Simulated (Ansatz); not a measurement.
**GaBGeH (doublet): one geometry, many settings at a displaced geometry (v1)**

Aim: run GaBGeH (doublet) at one geometry under a spread of methods and options, and see what each costs and gives.

Method: the settings change from run to run; program: Ansatz 0.2.0, Gaussian basis.

30 further runs of the same task are left out: 1 for a known fault of the program, 17 that didn't finish, 12 set aside as unsound or not needed. Runs told in other sessions of the task aren't counted.

### Step 1. The system

The geometry is a PBE0/def2-TZVP stationary point (not a proven minimum) with its atoms shifted at random (size 0.040 Å). No spin-orbit coupling is included. The filled d shell of Ge, Ga may be among the frozen orbitals whatever the setting's name suggests.

4 atoms, charge 0, spin multiplicity 2.

Atoms are counted from 1 here; the program's logs count them from 0.

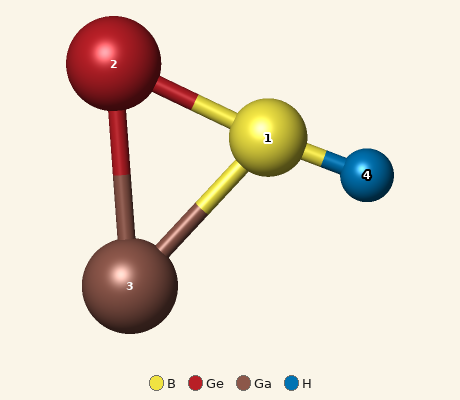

The structure; boron yellow, germanium red, gallium brown, hydrogen blue; atoms are numbered from 1 in the order of the file.

### Step 2. MP2 on ROHF/cc-pVDZ

Input file in.yaml:

```yaml
crystal:
  periodic: [false, false, false]
  atoms:
    - {symbol: B, position_ang: [-0.020557, 1.515435, 0.329304]}
    - {symbol: Ge, position_ang: [-0.021390, -0.190306, 1.197906]}
    - {symbol: Ga, position_ang: [0.026574, -0.074396, -1.297280]}
    - {symbol: H, position_ang: [-0.076203, 2.606816, -0.124744]}
basis:
  gaussian: {orbitals: cc-pVDZ, point_charges: [{charge: 1.00, position_ang: [2.582, -0.547, -0.787]}]}
magnetization: {spin_polarized: false, initial_magnetization: 1}
correlation: {method: mp2, electrons: outside_noble_gas}
```

Launch:

```sh
$ ansatz run in.yaml --threads 1 --pin off --events-out ev --progress --plain --max-ram 2393MiB
```

Standard output:

```text
Functional definition: HF
  name "HF"
  cite "Fock, Z. Phys. 61, 126 (1930) doi:10.1007/BF01340294"
  parent pbe
  exchange = exact_x
  correlation = 0
830 factors; integrals over basis functions are off by at most 6.2e-4 eV
mean field evaluation 1: about -109491.7697 eV, gradient 1.2e1 eV
mean field evaluation 2: about -109491.7753 eV, gradient 1.2e1 eV
mean field evaluation 4: about -109492.6979 eV, gradient 2.5e0 eV
mean field evaluation 8: about -109492.7691 eV, gradient 2.2e-1 eV
mean field evaluation 16: about -109491.8376 eV, gradient 4.4e0 eV
mean field evaluation 32: about -109492.7580 eV, gradient 5.4e-1 eV
mean field -109492.77498708 eV, -4023.7852639065 hartree, gradient 2.2e-6 eV, S^2 0.750000; 7 other end points of the search recorded, 0 dependent functions left out
mean field evaluation 64: about -109492.9482 eV, gradient 1.8e-1 eV
29 core orbitals not correlated: weight in the atoms' cores, before any rotation towards them, 0.999 or more for the frozen orbitals, at most 0.001 for the correlated occupied ones
reference -109492.77498708 eV, -4023.7852639065 hartree; 6, 5 occupied and 38, 39 virtual orbitals, 830 factors
second order -5.65024149 eV of doubles, -0.08251847 eV of singles
Total energy: -109498.50774704 eV, -4023.9959389495 hartree
```

Run time: 10 s. Hardware: 1 thread of Intel Xeon at 2.60GHz, shared host.

### Step 3. HF (UHF)/STO-3G

Input file in.yaml:

```yaml
crystal:
  periodic: [false, false, false]
  atoms:
    - {symbol: B, position_ang: [-0.020557, 1.515435, 0.329304]}
    - {symbol: Ge, position_ang: [-0.021390, -0.190306, 1.197906]}
    - {symbol: Ga, position_ang: [0.026574, -0.074396, -1.297280]}
    - {symbol: H, position_ang: [-0.076203, 2.606816, -0.124744]}
basis:
  gaussian: {orbitals: STO-3G, fitting: {mean_field: def2-universal-jkfit}}
magnetization: {spin_polarized: true, initial_magnetization: 1}
hamiltonian: {xc: hf}
accuracy: high
output: {forces: true, orbitals: {seedname: orbitals}}
```

Launched as before.

Standard output, shortened:

```text
Functional definition: HF
  name "HF"
  cite "Fock, Z. Phys. 61, 126 (1930) doi:10.1007/BF01340294"
  parent pbe
[...]
625 factors; integrals over basis functions are off by at most 1.6e-2 eV
[...]
mean field -108236.27518023 eV, -3977.6097476912 hartree, gradient 2.6e-8 eV, S^2 2.321081; 8 other end points of the search recorded, 0 dependent functions left out
[...]
reference -108236.27518023 eV, -3977.6097476912 hartree; 35, 34 occupied and 7, 8 virtual orbitals, 625 factors
Total energy: -108236.27518023 eV, -3977.6097476912 hartree
Atom 0 at    -0.020557     1.515435     0.329304 Å, force    -0.120897    -1.559764    -0.900568 eV/Å
Atom 1 at    -0.021390    -0.190306     1.197906 Å, force     0.046900     1.835774    -1.740581 eV/Å
Atom 2 at     0.026574    -0.074396    -1.297280 Å, force    -0.018727     0.361383     1.698985 eV/Å
Atom 3 at    -0.076203     2.606816    -0.124744 Å, force     0.092724    -0.637393     0.942165 eV/Å
Dipole moment:    -0.001402     0.147768     0.210624 e Å
```

Wall time 28 s (1 thread of Intel Xeon at 2.60GHz, shared host).

From the report: ⟨S²⟩ of the determinant 2.321 (pure doublet: 0.75). The determinant of HF (⟨S²⟩ 2.32) is far from a pure spin state, so its energy mixes those of several spin states; that is harmless only where they are near-degenerate.

### Step 4. CCSDT(Q) on ROHF/STO-3G

Input file in.yaml:

```yaml
crystal:
  periodic: [false, false, false]
  atoms:
    - {symbol: B, position_ang: [-0.020557, 1.515435, 0.329304]}
    - {symbol: Ge, position_ang: [-0.021390, -0.190306, 1.197906]}
    - {symbol: Ga, position_ang: [0.026574, -0.074396, -1.297280]}
    - {symbol: H, position_ang: [-0.076203, 2.606816, -0.124744]}
basis:
  gaussian: {orbitals: STO-3G}
magnetization: {spin_polarized: false, initial_magnetization: 1}
correlation: {method: ccsdt_q, electrons: valence}
scf: {lower_state_search: off}
```

Launched as before.

Standard output, shortened:

```text
Functional definition: HF
  name "HF"
  cite "Fock, Z. Phys. 61, 126 (1930) doi:10.1007/BF01340294"
  parent pbe
[...]
578 factors; integrals over basis functions are off by at most 4.9e-8 eV
[...]
mean field -108235.69616727 eV, -3977.5884693573 hartree, gradient 2.3e-6 eV, S^2 0.750000; 0 other end points of the search recorded, 0 dependent functions left out
19 core orbitals not correlated: weight in the atoms' cores, before any rotation towards them, 0.999 or more for the frozen orbitals, at most 0.001 for the correlated occupied ones
reference -108235.69616727 eV, -3977.5884693573 hartree; 16, 15 occupied and 7, 8 virtual orbitals, 578 factors
second order -3.92540794 eV of doubles, -0.00051464 eV of singles
cycle   1  -4.05142756 eV  change   -1.3e-1 eV  update   1.5e-1
[...]
cycle 131  -4.83985682 eV  change   -4.7e-7 eV  update   3.8e-6
perturbative correction -0.02904055 eV, -0.0010672205 hartree
Total energy: -108240.56506464 eV, -3977.7673980356 hartree
Checks for a lower state left out: stability, starts, cluster_reference, orbital_swaps, neighbouring_geometries, increment
```

It took 51 s on 1 thread of Intel Xeon at 2.60GHz, shared host; peak memory 0.55 GiB.

From the report: correlation -4.8689 eV; T1 0.031; largest double amplitude 0.19.

### Step 5. MP2 on UHF/cc-pVDZ

in.yaml: that of step 4 with these lines changed.

```diff
@@ -8,5 +8,5 @@
 basis:
-  gaussian: {orbitals: STO-3G}
-magnetization: {spin_polarized: false, initial_magnetization: 1}
-correlation: {method: ccsdt_q, electrons: valence}
-scf: {lower_state_search: off}
+  gaussian: {orbitals: cc-pVDZ}
+magnetization: {spin_polarized: true, initial_magnetization: 1}
+correlation: {method: mp2, electrons: outside_noble_gas}
+output: {forces: true}
```

The command is unchanged.

Standard output, shortened:

```text
Functional definition: HF
  name "HF"
  cite "Fock, Z. Phys. 61, 126 (1930) doi:10.1007/BF01340294"
  parent pbe
[...]
830 factors; integrals over basis functions are off by at most 6.2e-4 eV
[...]
mean field -109491.58121455 eV, -4023.7413935753 hartree, gradient 2.4e-6 eV, S^2 0.789209; 13 other end points of the search recorded, 0 dependent functions left out
29 core orbitals not correlated: weight in the atoms' cores, before any rotation towards them, 0.999 or more for the frozen orbitals, at most 0.001 for the correlated occupied ones
reference -109491.58121455 eV, -4023.7413935753 hartree; 6, 5 occupied and 38, 39 virtual orbitals, 830 factors
second order -5.67814900 eV of doubles, -0.00000000 eV of singles
[...]
Total energy: -109497.25936354 eV, -4023.9500617021 hartree
Atom 0 at    -0.020557     1.515435     0.329304 Å, force    -0.145309     0.017639     0.066099 eV/Å
Atom 1 at    -0.021390    -0.190306     1.197906 Å, force     0.065982    -0.428592    -0.009013 eV/Å
Atom 2 at     0.026574    -0.074396    -1.297280 Å, force     0.002461    -0.097887     0.148128 eV/Å
Atom 3 at    -0.076203     2.606816    -0.124744 Å, force     0.076866     0.508840    -0.205214 eV/Å
Dipole moment:     0.047645    -0.051184    -0.347674 e Å
```

Run time: 28 s. Hardware: 1 thread of Intel Xeon at 2.60GHz, shared host.

From the report: ⟨S²⟩ of the determinant 0.789 (pure doublet: 0.75).

### Step 6. HF (ROHF)/STO-3G

in.yaml: that of step 5 with these lines changed.

```diff
@@ -8,5 +8,6 @@
 basis:
-  gaussian: {orbitals: cc-pVDZ}
-magnetization: {spin_polarized: true, initial_magnetization: 1}
-correlation: {method: mp2, electrons: outside_noble_gas}
-output: {forces: true}
+  gaussian: {orbitals: STO-3G}
+magnetization: {spin_polarized: false, initial_magnetization: 1}
+hamiltonian: {xc: hf}
+accuracy: high
+output: {orbitals: {seedname: orbitals}}
```

The command is unchanged.

Standard output, shortened:

```text
Functional definition: HF
  name "HF"
  cite "Fock, Z. Phys. 61, 126 (1930) doi:10.1007/BF01340294"
  parent pbe
[...]
612 factors; integrals over basis functions are off by at most 7.5e-9 eV
[...]
mean field -108235.69616738 eV, -3977.5884693615 hartree, gradient 1.1e-8 eV, S^2 0.750000; 2 other end points of the search recorded, 0 dependent functions left out
reference -108235.69616738 eV, -3977.5884693615 hartree; 35, 34 occupied and 7, 8 virtual orbitals, 612 factors
Total energy: -108235.69616738 eV, -3977.5884693615 hartree
```

It took 3.6 s on 1 thread of Intel Xeon at 2.60GHz, shared host.

### Step 7. NEVPT2(7,5)/STO-3G

in.yaml: that of step 6 with these lines changed.

```diff
@@ -10,4 +10,3 @@
 magnetization: {spin_polarized: false, initial_magnetization: 1}
-hamiltonian: {xc: hf}
-accuracy: high
-output: {orbitals: {seedname: orbitals}}
+correlation: {method: sc_nevpt2, electrons: outside_noble_gas, active_space: {window: {electrons: 7, orbitals: 5}, states: [{multiplicity: 2, weights: [0.5, 0.5, 1, 0.5]}, {multiplicity: 4, weights: [1]}], root: 0}}
+scf: {lower_state_search: light}
```

The command is unchanged.

Standard output, shortened:

```text
Functional definition: HF
  name "HF"
  cite "Fock, Z. Phys. 61, 126 (1930) doi:10.1007/BF01340294"
  parent pbe
[...]
578 factors; integrals over basis functions are off by at most 4.9e-8 eV
[...]
mean field -108235.69616727 eV, -3977.5884693573 hartree, gradient 2.3e-6 eV, S^2 0.750000; 14 other end points of the search recorded, 0 dependent functions left out
reference -108235.69616727 eV, -3977.5884693573 hartree; 35, 34 occupied and 7, 8 virtual orbitals, 578 factors
state -108235.82473662 eV, -3977.5931941938 hartree
state -108235.70741928 eV, -3977.5888828610 hartree
state -108235.39760867 eV, -3977.5774975313 hartree
state -108235.20562262 eV, -3977.5704421739 hartree
state -108235.82473662 eV, -3977.5931941938 hartree; corrected -108239.51948000 eV, -3977.7289735087 hartree
state -108235.70741928 eV, -3977.5888828610 hartree; corrected -108238.18641921 eV, -3977.6799844281 hartree
state -108235.39760867 eV, -3977.5774975313 hartree; corrected -108238.84551834 eV, -3977.7042058743 hartree
state -108235.20562262 eV, -3977.5704421739 hartree; corrected -108237.68924661 eV, -3977.6617136720 hartree
state -108235.82334673 eV, -3977.5931431161 hartree
state -108235.82334673 eV, -3977.5931431161 hartree; corrected -108238.29267876 eV, -3977.6838893944 hartree
Total energy: -108239.51948000 eV, -3977.7289735087 hartree
```

Run time: 20 s. Hardware: 1 thread of Intel Xeon at 2.60GHz, shared host.

From the report: 50 determinants; active occupations (of the averaged states) 1.99, 1.70, 1.43, 1.00, 0.88.

### Step 8. BCCD(T) on ROHF/cc-pVDZ

Input file in.yaml:

```yaml
crystal:
  periodic: [false, false, false]
  atoms:
    - {symbol: B, position_ang: [-0.020557, 1.515435, 0.329304]}
    - {symbol: Ge, position_ang: [-0.021390, -0.190306, 1.197906]}
    - {symbol: Ga, position_ang: [0.026574, -0.074396, -1.297280]}
    - {symbol: H, position_ang: [-0.076203, 2.606816, -0.124744]}
basis:
  gaussian: {orbitals: cc-pVDZ}
magnetization: {spin_polarized: false, initial_magnetization: 1}
correlation: {method: bccd_t, electrons: outside_noble_gas}
scf: {lower_state_search: off}
output: {forces: true}
```

The command is unchanged.

Standard output, shortened:

```text
Functional definition: HF
  name "HF"
  cite "Fock, Z. Phys. 61, 126 (1930) doi:10.1007/BF01340294"
  parent pbe
[...]
830 factors; integrals over basis functions are off by at most 6.2e-4 eV
[...]
mean field -109491.42713244 eV, -4023.7357311623 hartree, gradient 4.8e-6 eV, S^2 0.750000; 0 other end points of the search recorded, 0 dependent functions left out
29 core orbitals not correlated: weight in the atoms' cores, before any rotation towards them, 0.999 or more for the frozen orbitals, at most 0.001 for the correlated occupied ones
reference -109491.42713244 eV, -4023.7357311623 hartree; 6, 5 occupied and 38, 39 virtual orbitals, 830 factors
second order -5.82872962 eV of doubles, -0.07594878 eV of singles
cycle   1  -6.27881993 eV  change   -3.7e-1 eV  update   9.7e-2
[...]
cycle  24  -6.58776173 eV  change   -1.2e-7 eV  update   2.8e-7
perturbative correction -0.43292601 eV, -0.0159097375 hartree
[...]
Total energy: -109498.44782018 eV, -4023.9937366780 hartree
Atom 0 at    -0.020557     1.515435     0.329304 Å, force    -0.059791     0.064016    -0.084564 eV/Å
Atom 1 at    -0.021390    -0.190306     1.197906 Å, force     0.026947    -0.547930     0.460943 eV/Å
Atom 2 at     0.026574    -0.074396    -1.297280 Å, force     0.010835    -0.123531    -0.241015 eV/Å
Atom 3 at    -0.076203     2.606816    -0.124744 Å, force     0.022010     0.607446    -0.135364 eV/Å
Dipole moment:    -0.004406    -0.042916    -0.277110 e Å
Checks for a lower state left out: starts, cluster_reference, orbital_swaps, neighbouring_geometries, increment
```

It took 14 s on 1 thread of Intel Xeon at 2.60GHz, shared host; peak memory 0.34 GiB.

From the report: correlation -7.0207 eV; largest double amplitude 0.10.

### Step 9. HF (ROHF)/cc-pVDZ

in.yaml: that of step 8 with these lines changed.

```diff
@@ -10,4 +10,4 @@
 magnetization: {spin_polarized: false, initial_magnetization: 1}
-correlation: {method: bccd_t, electrons: outside_noble_gas}
-scf: {lower_state_search: off}
-output: {forces: true}
+hamiltonian: {xc: hf}
+accuracy: high
+output: {forces: true, orbitals: {seedname: orbitals}}
```

The command is unchanged.

Standard output, shortened:

```text
Functional definition: HF
  name "HF"
  cite "Fock, Z. Phys. 61, 126 (1930) doi:10.1007/BF01340294"
  parent pbe
[...]
1557 factors; integrals over basis functions are off by at most 4.4e-9 eV
[...]
mean field -109491.42724262 eV, -4023.7357352112 hartree, gradient 2.5e-8 eV, S^2 0.750000; 2 other end points of the search recorded, 0 dependent functions left out
[...]
reference -109491.42724262 eV, -4023.7357352112 hartree; 35, 34 occupied and 38, 39 virtual orbitals, 1557 factors
Total energy: -109491.42724262 eV, -4023.7357352112 hartree
Atom 0 at    -0.020557     1.515435     0.329304 Å, force    -0.103092    -0.118593     0.437373 eV/Å
Atom 1 at    -0.021390    -0.190306     1.197906 Å, force     0.036699     0.147896     0.048255 eV/Å
Atom 2 at     0.026574    -0.074396    -1.297280 Å, force     0.011824    -0.227171    -0.380593 eV/Å
Atom 3 at    -0.076203     2.606816    -0.124744 Å, force     0.054569     0.197868    -0.105035 eV/Å
Dipole moment:    -0.004274     0.018614    -0.345864 e Å
```

It took 11 s on 1 thread of Intel Xeon at 2.60GHz, shared host; peak memory 0.3 GiB.

### Step 10. MP2 on UHF/cc-pVDZ

in.yaml: that of step 9 with these lines changed.

```diff
@@ -9,5 +9,3 @@
   gaussian: {orbitals: cc-pVDZ}
-magnetization: {spin_polarized: false, initial_magnetization: 1}
-hamiltonian: {xc: hf}
-accuracy: high
-output: {forces: true, orbitals: {seedname: orbitals}}
+magnetization: {spin_polarized: true, initial_magnetization: 1}
+correlation: {method: mp2, electrons: outside_noble_gas}
```

Launched as before.

Standard output, shortened:

```text
Functional definition: HF
  name "HF"
  cite "Fock, Z. Phys. 61, 126 (1930) doi:10.1007/BF01340294"
  parent pbe
[...]
830 factors; integrals over basis functions are off by at most 6.2e-4 eV
[...]
mean field -109491.58121455 eV, -4023.7413935753 hartree, gradient 2.4e-6 eV, S^2 0.789209; 13 other end points of the search recorded, 0 dependent functions left out
29 core orbitals not correlated: weight in the atoms' cores, before any rotation towards them, 0.999 or more for the frozen orbitals, at most 0.001 for the correlated occupied ones
reference -109491.58121455 eV, -4023.7413935753 hartree; 6, 5 occupied and 38, 39 virtual orbitals, 830 factors
second order -5.67814900 eV of doubles, -0.00000000 eV of singles
Total energy: -109497.25936354 eV, -4023.9500617021 hartree
```

Wall time 25 s (1 thread of Intel Xeon at 2.60GHz, shared host).

From the report: ⟨S²⟩ of the determinant 0.789 (pure doublet: 0.75).

### Step 11. The runs in one table

Where basis and cores are those of an earlier UCCSDT(Q)/cc-pVDZ run (-109498.5264 eV), and the records show the same count of frozen orbitals and kind of state, the miss against it is given; a blank cell means that this couldn't be shown.

| level | correlated | functions | energy (eV) | from UCCSDT(Q) (meV) | time |
| --- | --- | --- | --- | --- | --- |
| MP2 on ROHF/cc-pVDZ (beside a point charge) | outside noble gas | 73 | -109498.5077 |  | 10 s |
| HF (UHF)/STO-3G |  | 42 | -108236.2752 |  | 28 s |
| CCSDT(Q) on ROHF/STO-3G | valence | 42 | -108240.5651 |  | 51 s |
| MP2 on UHF/cc-pVDZ | outside noble gas | 73 | -109497.2594 | 1267.1 | 28 s |
| HF (ROHF)/STO-3G |  | 42 | -108235.6962 |  | 3.6 s |
| NEVPT2(7,5)/STO-3G (lowest root of an average) | outside noble gas | 42 | -108239.5195 |  | 20 s |
| BCCD(T) on ROHF/cc-pVDZ | outside noble gas | 73 | -109498.4478 | 78.6 | 14 s |
| HF (ROHF)/cc-pVDZ |  | 73 | -109491.4272 | 7099.2 | 11 s |
| MP2 on UHF/cc-pVDZ | outside noble gas | 73 | -109497.2594 | 1267.1 | 25 s |

### Step 12. What came out

```
quantity                          value
    runs                              9
quickest        HF (ROHF)/STO-3G, 3.6 s
 slowest  CCSDT(Q) on ROHF/STO-3G, 51 s
```

Total energies in different bases, with other cores or another treatment of relativity can't be set against each other. «valence» and «outside noble gas» are the program's key words; the logs give how many orbitals each freezes, and for Ga to Kr the 3d shell needn't follow the word's plain sense. CCSDT(Q) on ROHF/STO-3G took 14 times as long as HF (ROHF)/STO-3G; the jobs differ in more than the method. Among the correlated runs with a miss given, it spans +79 to +1267 meV. Hartree-Fock, CASSCF and CASCI lack dynamic correlation by design.
